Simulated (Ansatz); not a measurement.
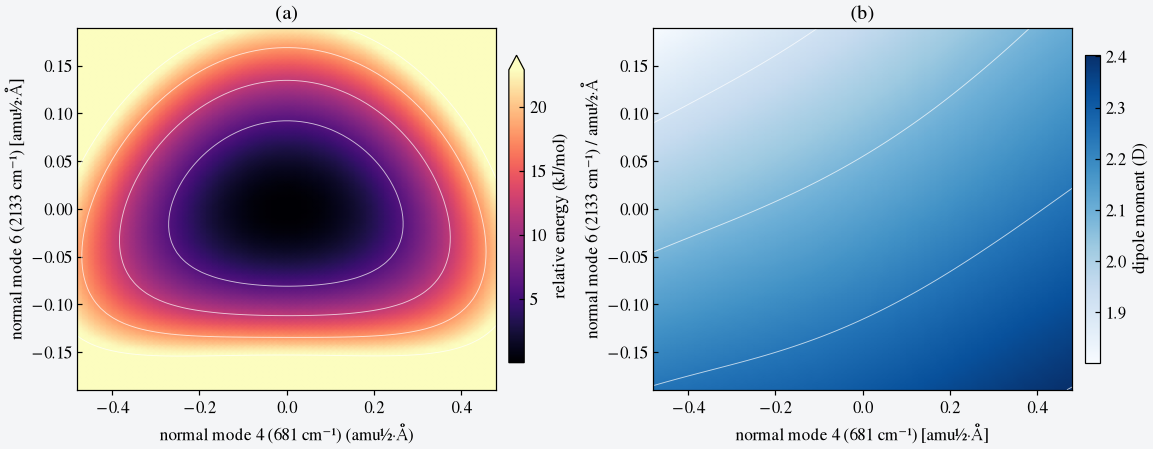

ClFGeH, SMILES [F][GeH][Cl], spin multiplicity 2. 
- The first coordinate is: normal mode 4 (681 cm⁻¹); the second: normal mode 6 (2133 cm⁻¹).
- Nothing is relaxed (straight displacements along the two mass-weighted modes).
- The grid has 11 × 11 points.
- Energies: kJ/mol, counted from the lowest grid point.
- Level of theory: UHF-MP2, frozen core/def2-TZVP (Ansatz 0.2.0).

Panel (a) is the energy and panel (b) the computed dipole moment on the same grid.

The picture shows a smooth colour map with a few white contour lines, one colour for all values above the top of the scale. Between grid points the surface is interpolated.

**How does the dipole moment vary over the map, and what is it at the lowest grid point?**

Leaving out the highest fifth of the energies, it runs from 1.89 D at normal mode 4 (681 cm⁻¹) = −0.192 amu½·Å, normal mode 6 (2133 cm⁻¹) = 0.189 amu½·Å to 2.37 D at normal mode 4 (681 cm⁻¹) = 0.481 amu½·Å, normal mode 6 (2133 cm⁻¹) = −0.151 amu½·Å. At the lowest grid point, normal mode 4 (681 cm⁻¹) = 0.000 amu½·Å, normal mode 6 (2133 cm⁻¹) = 0.000 amu½·Å, it is 2.13 D.
